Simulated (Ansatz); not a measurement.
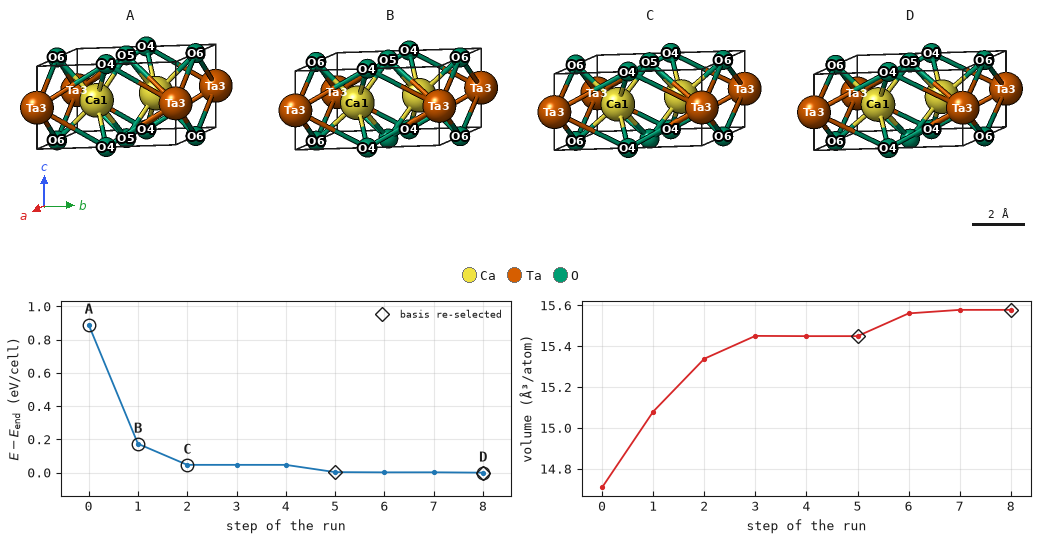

Frames of a relaxation of a crystal of Ca2TaO3 (a generated structure, set up in P6/mmm), marked on the history of the run. Style: ball-and-stick. Shown: the cell of the calculation, slightly off an axis.

These are results of Ansatz 0.2.0, DFT PBE, scalar-relativistic, plane waves, PAW, not measurements.

The input:
```yaml
crystal:
  lattice:
    - [5.58091436, 0.0, 0.0]
    - [-2.79045718, 4.83321361, 0.0]
    - [0.0, 0.0, 3.27182146]
  atoms:
    - { symbol: Ca, position: [0.66666667, 0.33333333, 0.5] }
    - { symbol: Ca, position: [0.33333333, 0.66666667, 0.5] }
    - { symbol: Ta, position: [0.0, 0.0, 0.5], spin: 1.91 }
    - { symbol: O, position: [0.0, 0.5, 0.0], spin: -0.17 }
    - { symbol: O, position: [0.5, 0.5, 0.0], spin: -0.17 }
    - { symbol: O, position: [0.5, 0.0, 0.0], spin: -0.17 }
basis:
  ecutwfc: 420
kpoints:
  mp_grid: { grid: [12, 12, 12] }
hamiltonian:
  xc: pbe
scf:
  occupations: { method: gaussian, width: 0.1 }
output:
  forces: true
  stress: true
  eigenvalues: true
  populations: true
magnetization:
  spin_polarized: true
relax:
  adjacent_minimum: "off"
  f_tol: 0.01
  max_steps: 80
  cell: { stress_tol: 0.05 }
```

Run as
```bash
ansatz run input.yaml --threads 1 --pin off --max-ram 2560MiB --backend cpu --events-out ev --progress --plain --runs-dir out
```

Question: What happens along the run?

Answer: No atom moves by more than 0.005 Å relative to the cell. The volume changes by +5.9 %, with a = b 5.581 → 5.991 Å (+7.3 %), c 3.272 → 3.007 Å (−8.1 %). Some distances before and after: Ca1–Ca1 3.272 → 3.007 Å, Ta3–Ta3 3.272 → 3.007 Å, Ca1–Ca2 3.222 → 3.459 Å, Ca1–Ta3 3.222 → 3.459 Å. Among the angles between lasting bonds that change: Ca1–O5–Ca1 90.9° → 82.0°, O4–Ca1–O4 90.9° → 82.0°, Ca1–O5–Ca2 89.1° → 98.0°. The space group stays P6/mmm (No. 191). Over 6 accepted moves (8 points after the start) the energy falls by 0.891 eV per cell of the calculation. All forces vanish by symmetry, so only the cell relaxes. Pressure: 2.23 GPa at the start and 0.00 GPa at the end. At 2 points the geometry stayed and the basis and grid were re-selected for the new cell (energy shift of 43.8 meV per cell of the calculation at most each time). The run took 8.2 min on 1 thread of Intel(R) Xeon(R) Processor @ 2.70GHz, on a shared host, peak memory 0.85 GiB. From step 0 to 1: volume +2.5 %, energy −0.717 eV per cell of the calculation. From step 1 to 2: volume +1.7 %, energy −0.127 eV per cell of the calculation. From step 2 to 8: volume +1.6 %, energy −46.9 meV per cell of the calculation.

| step | E − E(0), meV/atom | pressure, GPa | volume, Å³/atom | note |
| --- | --- | --- | --- | --- |
| 0 | 0.00 | 2.23 | 14.709 |  |
| 1 | -119.46 | 1.41 | 15.080 |  |
| 2 | -140.62 | 0.67 | 15.339 |  |
| 3 | -140.62 | -0.02 | 15.451 |  |
| 4 | -140.62 | 0.00 | 15.450 |  |
| 5 | -147.92 | 0.63 | 15.450 | same geometry, new basis |
| 6 | -148.13 | 0.08 | 15.561 |  |
| 7 | -148.09 | -0.01 | 15.578 |  |
| 8 | -148.44 | 0.00 | 15.578 | same geometry, new basis |
